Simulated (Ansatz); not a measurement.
## Electronic structure of C₂H₈ClNSSi (SMILES C[Si](N)(S)CCl) in real space

Input

```
crystal:
  periodic: [false, false, false]
  atoms:
    - { symbol: C, position_ang: [-0.8828, -0.8568, 1.0452] }
    - { symbol: Si, position_ang: [0.206, -0.1435, -0.2636] }
    - { symbol: "N", position_ang: [1.7793, -0.6158, 0.052] }
    - { symbol: S, position_ang: [-0.1656, -1.1397, -2.1048] }
    - { symbol: C, position_ang: [0.0299, 1.6763, -0.5223] }
    - { symbol: Cl, position_ang: [0.345, 2.5462, 1.0296] }
    - { symbol: H, position_ang: [-0.6726, -0.3957, 2.0236] }
    - { symbol: H, position_ang: [-0.8172, -1.8844, 1.1011] }
    - { symbol: H, position_ang: [-1.9696, -0.5481, 0.8499] }
    - { symbol: H, position_ang: [1.8916, -1.6292, 0.0347] }
    - { symbol: H, position_ang: [2.0677, -0.3531, 1.0332] }
    - { symbol: H, position_ang: [-1.4972, -0.7486, -2.185] }
    - { symbol: H, position_ang: [-1.0331, 1.9788, -0.8359] }
    - { symbol: H, position_ang: [0.7056, 2.0844, -1.2287] }
basis:
  gaussian: { orbitals: def2-SVP }
hamiltonian:
  xc: b3lyp
relax:
  f_tol: 0.015
  max_steps: 40
output:
  orbitals: {}
```

Command:

```sh
ansatz run input.yaml --threads 2 --pin off --max-ram 3072MiB --backend cpu --events-out ev --progress --plain --runs-dir out
```

The fields are those of the relaxed geometry.

These are results of Ansatz 0.2.0, RKS B3LYP/def2-SVP, not measurements.

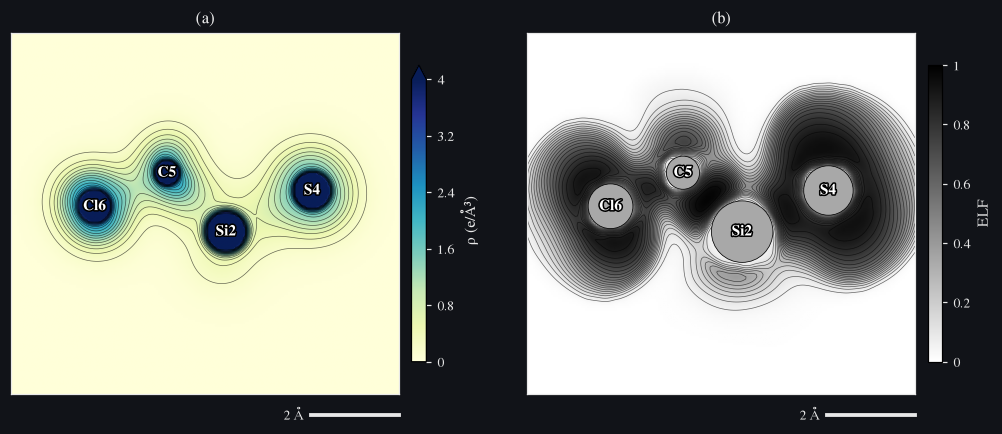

Figure 1. (a) total electron density; (b) ELF on the plane of atoms S4, Si2 and C5. Grey discs cover the atomic cores in the ELF map.

> What does the map show?

- Atoms in the plane: Si, S, C and Cl.
- C–Cl (1.83 Å): ρ at the midpoint is about 1.2 e/Å³; the ELF peaks at about 0.85 between the atoms; localised, covalent bonding.
- C–Si (1.90 Å): ρ is about 0.95 e/Å³ halfway; the ELF peaks at about 1 between the atoms, as expected for localised, covalent bonding.
- Si–S (2.17 Å): ρ at the midpoint is about 0.78 e/Å³; the ELF peaks at about 0.95 between the atoms (a covalent bond).
- The ELF also peaks beside Cl6 and S4, away from the bonds: lone-pair regions.

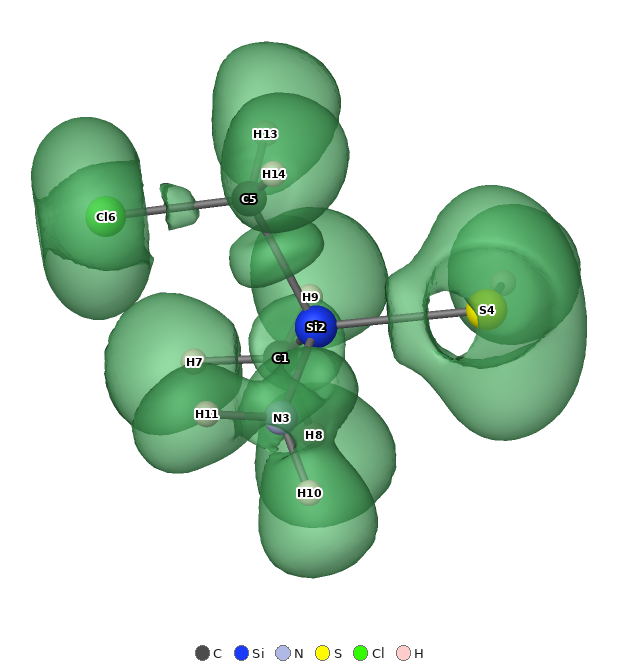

Figure 2. Isosurface of the electron localisation function at 0.8 (green), seen at an oblique angle. Only the valence region is drawn (cores and ρ < 0.01 e/Å³ removed).

> Where are the electrons localised?

At this value the surface marks out one region between bonded C–Cl atoms (shared pairs), two regions between bonded C–Si atoms (shared pairs), six regions around hydrogen nuclei, one region on S in which the atom's valence shell and bonds are merged, one region wrapped around Cl (its lone pairs, merged into a ring or cap) and one joined region spread over several atoms (H, N), in which their bonds and any lone pairs are merged.


Si–N (1.73 Å): the ELF peaks at about 0.95 between the atoms (a polar covalent bond).

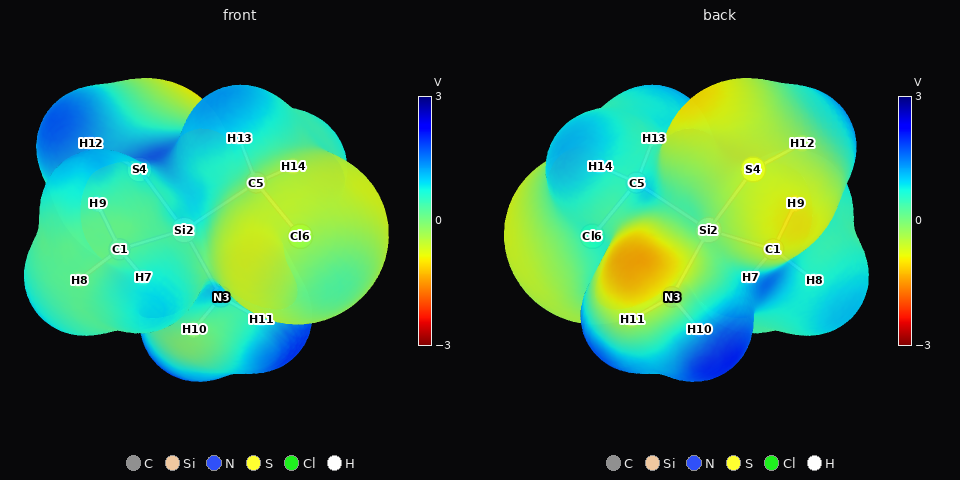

Figure 3. The electrostatic potential painted on the density surface at 0.004 e/bohr³, seen from the front and from behind; red is negative and blue positive.

> Which sites attract a positive test charge, and which a negative one?

A positive charge is drawn to the negative regions and a negative charge to the positive ones. The most negative region (about −1.4 V) lies over N3, the most positive (about +2.1 V) over H10. Cl6 shows a σ-hole: about +0.4 V at the tip opposite its bond, against about −0.3 V on its flanks. N3 is the likeliest acceptor of a hydrogen bond.

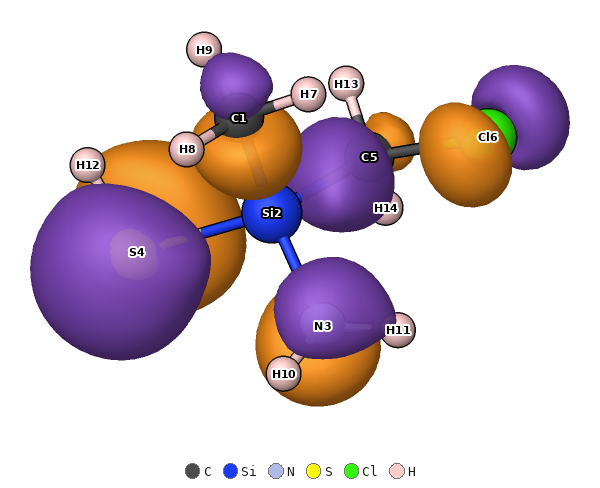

Figure 4. The HOMO at ±0.1 Å⁻³ᐟ² (orange and purple are the two phases), seen at a tilt.

> What is the character of this orbital?

Its weight (Hirshfeld) is mainly on S4 (about 50 %), N3 (about 15 %), Cl6 (about 10 %) and Si2 (about 10 %); largely a combination of lone pairs on S4, N3 and Cl6. Its energy is −6.74 eV.
